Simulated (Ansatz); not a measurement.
## Electronic structure of C3H8Ga (charge +1) in real space

Input

```
crystal:
  periodic: [false, false, false]
  atoms:
    - {symbol: C, position_ang: [2.074515, -0.169894, -0.769833]}
    - {symbol: C, position_ang: [0.631309, -0.304853, -0.257865]}
    - {symbol: C, position_ang: [0.233959, -1.725837, 0.173458]}
    - {symbol: Ga, position_ang: [0.327818, 0.953865, 1.225334]}
    - {symbol: H, position_ang: [2.331147, 0.855559, -1.102810]}
    - {symbol: H, position_ang: [2.823149, -0.503119, -0.023645]}
    - {symbol: H, position_ang: [2.184831, -0.831846, -1.655375]}
    - {symbol: H, position_ang: [-0.083520, 0.075941, -1.024531]}
    - {symbol: H, position_ang: [-0.818481, -1.807000, 0.511182]}
    - {symbol: H, position_ang: [0.896988, -2.131265, 0.963590]}
    - {symbol: H, position_ang: [0.339850, -2.391717, -0.709674]}
    - {symbol: H, position_ang: [0.104851, 1.941999, 2.418543]}
basis:
  gaussian:
    orbitals: def2-TZVPD
total_charge: 1
output: {forces: true, orbitals: {seedname: orbitals}}
hamiltonian:
  xc: {name: PBE0}
```

Command:

```sh
ansatz run input.yaml --threads 2 --pin off --max-ram 4350MiB --events-out events.jsonl --progress --plain --runs-dir runs
```

Geometry: PBE-D3(BJ)/def2-SVP.

These are results of isolated molecule in a Gaussian basis; Kohn-Sham density functional theory, functional PBE0 in Ansatz, not measurements.

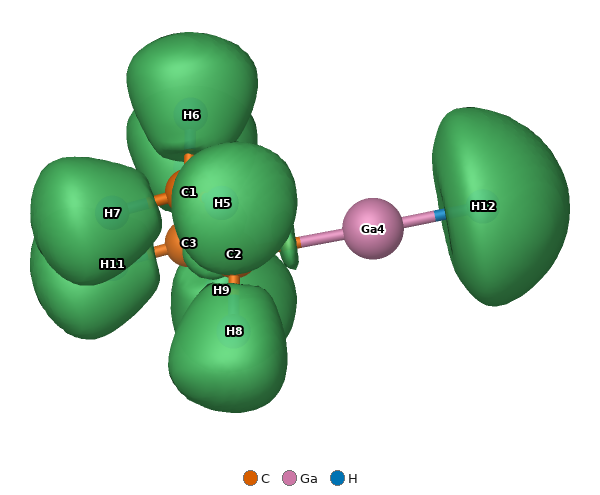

Figure 1. Isosurface of the electron localisation function at 0.8 (green), seen from one side. Only the valence region is drawn (cores and ρ < 0.01 e/Å³ removed).

> What do the ELF domains correspond to?

The ELF exceeds this value in two regions between bonded C–C atoms (shared pairs), one region between bonded C–Ga atoms (shared pairs) and eight regions around hydrogen nuclei. Profiles from the grid: C–C (1.54 Å): the ELF peaks at about 0.95 between the atoms; a covalent bond. C–Ga (1.97 Å): the ELF peaks at about 0.85 between the atoms (localised, covalent bonding).

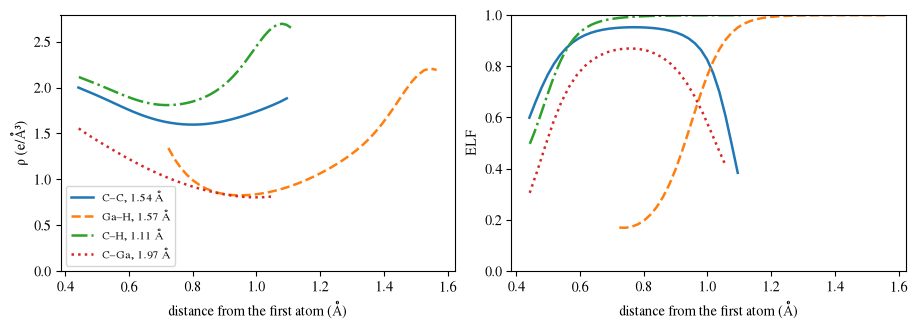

Figure 2. Electron density and electron localisation function along straight lines between neighbouring atoms. The curves leave out the atomic cores.

> What can be read from the curves?

C–C (1.54 Å): ρ at the midpoint is about 1.6 e/Å³; the ELF peaks at about 0.95 between the atoms (localised, covalent bonding).
Ga–H (1.57 Å): ρ is about 1 e/Å³ halfway; the ELF climbs to about 1 towards the hydrogen.
C–H (1.11 Å): ρ at the midpoint is about 2 e/Å³; the ELF climbs to about 1 towards the hydrogen; an ordinary covalent bond to hydrogen.
C–Ga (1.97 Å): ρ is about 0.8 e/Å³ halfway; the ELF peaks at about 0.85 between the atoms (localised, covalent bonding).

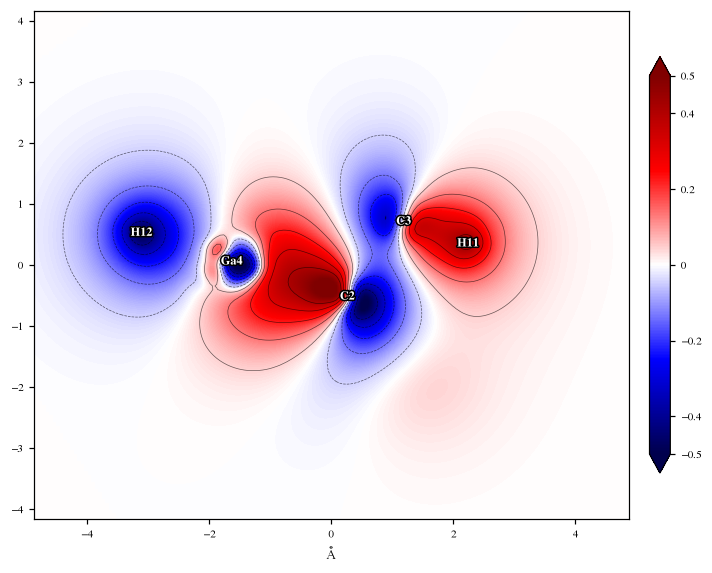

Figure 3. The HOMO on the plane of atoms C3, C2 and Ga4 (values in Å⁻³ᐟ²; the overall sign is arbitrary).

> Describe this orbital and give its energy.

By Hirshfeld shares it lies mainly on Ga4 (about 25 %), C2 (about 20 %), H12 (about 10 %), C1 (about 10 %), C3 (about 10 %), H7 (about 5 %) and H11 (about 5 %). Its energy is −13.18 eV.
